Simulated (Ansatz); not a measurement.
**MgO, carrier doping**

Base system: MgO (space group P6_3/mmc, No. 194; a = 3.4939 Å, c = 4.1941 Å; a cell from a computed database, its experimental status unchecked).

Carriers are added at fixed cell with a uniform background; the Fermi–Dirac width is that of 300 K.

Calculations: Ansatz (a first-principles code) PBEsol, scalar-relativistic without spin-orbit coupling.

Notes on the quantities. Fermi level from band edge: Fermi level relative to the doped band's edge (positive inside the band; to 0.05 eV).

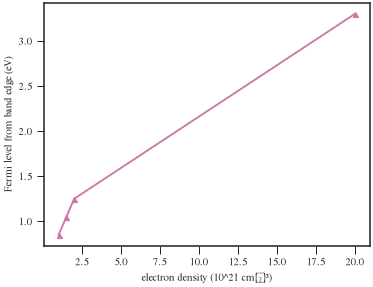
Figure. Fermi level from band edge against electron density

| electron density (10^21 cm⁻³) | Fermi level from band edge |
|---|---|
| 1 | +0.85 eV |
| 1.5 | +1.05 eV |
| 2 | +1.25 eV |
| 20 | +3.30 eV |

Carriers are added with a uniform compensating background; total energy and stress of such cells depend on the potential's zero and are not compared; many-body gap narrowing is missing at this level. Whether these cells are dynamically stable was not tested. This is not the structure that MgO has at room temperature and ambient pressure.
